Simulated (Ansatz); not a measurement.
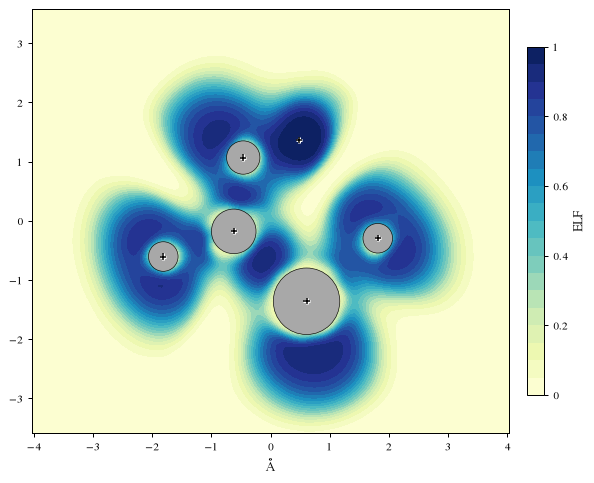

The electron localisation function on a plane through atoms (crosses mark nuclei in the plane; grey discs cover the cores).

All numbers below come from isolated molecule in a Gaussian basis; Kohn-Sham density functional theory, functional PBE0 in Ansatz 0.2.0.

Candidates:
A. C₂H₇S (SMILES CC[SH2+]) (charge +1)
B. CHF₂OS (SMILES O/C(F)=[S+]\F) (charge +1)
C. AlCl₂O (SMILES [O-][Al]([Cl])[Cl]) (charge −1, triplet)

Q: Which system is this?

A: Candidate B: CHF₂OS on the molecular plane, which holds C, F, O, S and H. C–O (1.26 Å): the ELF peaks at about 0.85 between the atoms, as expected for a short, strongly polar bond. C–F (1.26 Å): the ELF peaks at about 0.85 between the atoms (a polar covalent bond).
